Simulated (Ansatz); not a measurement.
**[NO2]+ (SMILES O=[N+]=O): B2PLYP/def2-TZVPPD**

Aim: the vertical singlet–triplet gap of [NO2]+ at B2PLYP/def2-TZVPPD, from 2 runs. 

The calculation is run with Ansatz 0.2.0.

5 further runs of the same task are left out: 5 that didn't finish.

## Step 1: The system as given

[NO2]+: 3 atoms, total charge +1, spin state singlet. As SMILES, `O=[N+]=O`. The coordinates come from a PBE0-D4/def2-TZVP relaxation.

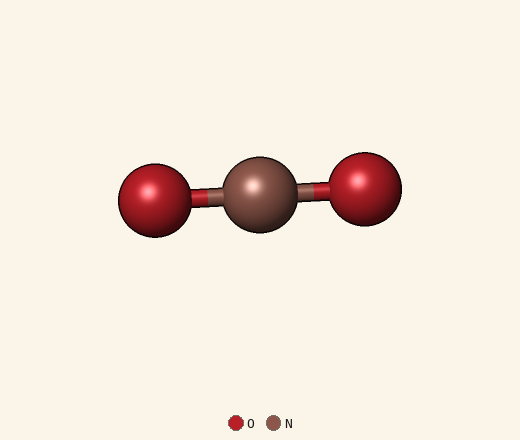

The structure, seen from a chosen angle (oxygen red, nitrogen brown).

## Step 2: The energy at B2PLYP/def2-TZVPPD

Input file in.yaml:

```yaml
crystal:
  periodic: [false, false, false]
  atoms:
    - symbol: O
      position_ang: [-0.572980, 0.927020, -0.209580]
    - symbol: N
      position_ang: [-0.000010, -0.000010, -0.000000]
    - symbol: O
      position_ang: [0.572990, -0.927010, 0.209580]
basis:
  gaussian: {orbitals: def2-TZVPPD.json}
total_charge: 1
hamiltonian: {xc: {name: B2PLYP}}
correlation: {frozen_orbitals: {"N": 1, O: 1}}
accuracy: high
output: {orbitals: {seedname: orbitals}}
```

The basis set def2-TZVPPD is read from a file made from the Basis Set Exchange's data (not shown).

Command:

```sh
$ ansatz run in.yaml --threads 1 --pin off --max-ram 3480MiB --events-out events.jsonl --progress --plain --runs-dir runs
```

The log of the run:

```text
Warning: RAYON_NUM_THREADS=1 ignored (pool sized by the plan → 1); use --threads N
Functional definition: B2PLYP
  name "B2PLYP"
  parameter a = 0.53
  parameter c = 0.27
  exchange = (1 - a)*b88_x + a*exact_x
  correlation = (1 - c)*lyp_c + c*(mp2_os + mp2_ss)
1640 factors; integrals over basis functions are off by at most 3.6e-9 eV
mean field evaluation 1: about -5560.9517 eV, gradient 4.6e1 eV
mean field evaluation 2: about -5560.9557 eV, gradient 4.6e1 eV
mean field evaluation 4: about -5563.6547 eV, gradient 6.7e0 eV
mean field evaluation 8: about -5563.7222 eV, gradient 1.0e-2 eV
mean field evaluation 16: about -5563.7222 eV, gradient 5.6e-7 eV
mean field -5563.72215662 eV, -204.4630180293 hartree, gradient 7.3e-8 eV, S^2 0.000000; 0 other end points of the search recorded, 0 dependent functions left out
3 core orbitals not correlated: weight in the atoms' cores, before any rotation towards them, 1.000 or more for the frozen orbitals, at most 0.000 for the correlated occupied ones
reference -5563.72217683 eV, -204.4630187723 hartree; 8, 8 occupied and 106, 106 virtual orbitals, 1640 factors
second order -23.34876836 eV of doubles, -0.00000000 eV of singles
Total energy: -5570.02634429 eV, -204.6946926533 hartree
```

Run time: 5.4 s. Hardware: 1 thread of Arm Neoverse V2, shared host; peak memory 0.26 GiB.

## Step 3: The triplet at the same level

Input file job.yaml:

```yaml
crystal:
  periodic: [false, false, false]
  atoms:
    - symbol: O
      position_ang: [-0.572980, 0.927020, -0.209580]
    - symbol: "N"
      position_ang: [-0.000010, -0.000010, -0.000000]
    - symbol: O
      position_ang: [0.572990, -0.927010, 0.209580]
basis:
  gaussian:
    orbitals: def2-TZVPPD.json
total_charge: 1
magnetization:
  spin_polarized: true
  initial_magnetization: 2
hamiltonian:
  xc: {name: B2PLYP}
correlation:
  frozen_orbitals: {"N": 1, O: 1}
accuracy: high
output: {orbitals: {seedname: orbitals}}
```

The basis set def2-TZVPPD is read from a file made from the Basis Set Exchange's data (not shown).

Command:

```sh
$ ansatz run job.yaml --threads 1 --pin off --max-ram 3480MiB --events-out events.jsonl --progress --plain --runs-dir runs
```

The log of the run, cut to the lines that bear on the results:

```text
Warning: RAYON_NUM_THREADS=1 ignored (pool sized by the plan → 1); use --threads N
[... 2 set-up lines as earlier in the session ...]
[...]
1640 factors; integrals over basis functions are off by at most 3.6e-9 eV
[...]
mean field -5558.20908268 eV, -204.2604162991 hartree, gradient 2.7e-10 eV, S^2 2.010058; 6 other end points of the search recorded, 0 dependent functions left out
3 core orbitals not correlated: weight in the atoms' cores, before any rotation towards them, 1.000 or more for the frozen orbitals, at most 0.000 for the correlated occupied ones
reference -5558.20910527 eV, -204.2604171293 hartree; 9, 7 occupied and 105, 107 virtual orbitals, 1640 factors
second order -19.11642939 eV of doubles, -0.00000000 eV of singles
Total energy: -5563.37054121 eV, -204.4500964014 hartree
```

Wall time 3.5 min (1 thread of Arm Neoverse V2, shared host); peak memory 0.38 GiB.

## Step 4: Results

Level: B2PLYP/def2-TZVPPD, 3 core orbitals frozen.

```
                                                         quantity          value
                                            singlet: total energy  -204.69469 Eh
                       singlet: HOMO energy (SCF part's orbitals)      -22.63 eV
                       singlet: LUMO energy (SCF part's orbitals)       -9.10 eV
                     singlet: HOMO–LUMO gap (SCF part's orbitals)       13.53 eV
                                            triplet: total energy  -204.45010 Eh
triplet: HOMO energy (SCF part's orbitals) (highest over α and β)      -16.71 eV
 triplet: LUMO energy (SCF part's orbitals) (lowest over α and β)      -14.35 eV
                                                    triplet: ⟨S²⟩          2.010
                 vertical energy of the triplet above the singlet       6.656 eV
```

What this shows: At this shape the triplet lies 6.66 eV (153 kcal/mol) above the singlet.
